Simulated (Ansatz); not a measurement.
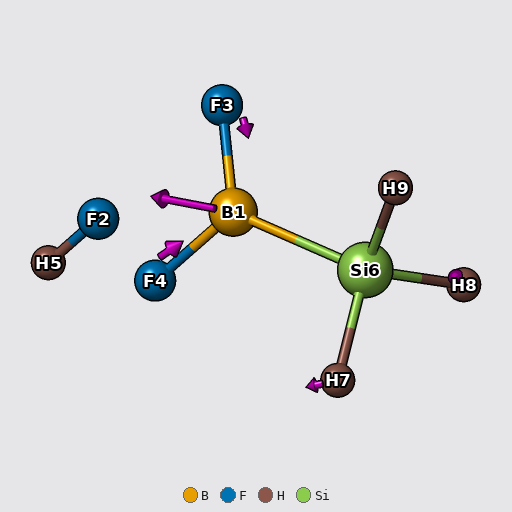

The arrows show one normal mode. Harmonic vibrations computed with RKS PBE0-D4/def2-TZVP (Ansatz 0.2.0) at a stationary point of the same level.

> Estimate its harmonic wavenumber.

1249 cm⁻¹; it is mode 16 of 21 counted from the lowest.
